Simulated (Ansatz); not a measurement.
Breaking the Bi1–H2 bond in BiClH2 (SMILES [Cl][BiH2]) (multiplicity 1 held, fragments rigid). Energies count from the point at 1.802 Å.
Geometry at that point (charge 0, multiplicity 1):
```xyz
4

Bi    -0.26736    -0.21428     0.22757
H     -1.65690     0.35548    -0.76888
H     -0.10664    -1.65617    -0.84177
Cl     1.40906     1.12271    -1.01635
```

R- and RO- levels are restricted; in cc, def2 and unpolarised 6-31G sets they are followed outwards from rest. Active spaces are followed from a long bond inwards. Curves can end on different states.

Correlated levels freeze the cores. Filled d and f shells under p-block atoms count as core.

Programs: Ansatz (Gaussian orbitals).  In def2 rows elements past Kr take small-core potentials, without spin–orbit coupling.

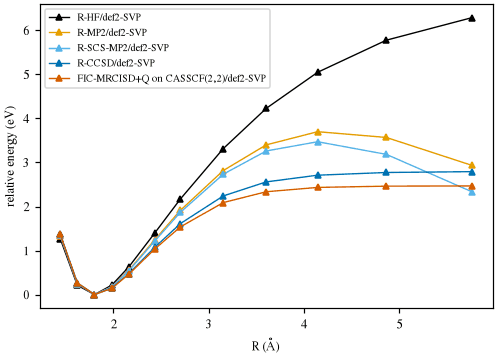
Figure. Relative energy along the coordinate

Q: Read off the R-MP2/def2-SVP curve at R = 4.866.

A: about 3.6 eV

Doubts at one or more of the structures used: a restricted determinant that unrestricted orbitals would lower (R-HF/def2-SVP, R-MP2/def2-SVP, R-SCS-MP2/def2-SVP, R-CCSD/def2-SVP); other coupled-cluster roots lie near (R-CCSD/def2-SVP); T1 above 0.05 (R-CCSD/def2-SVP).

Ansatz is a first-principles code.
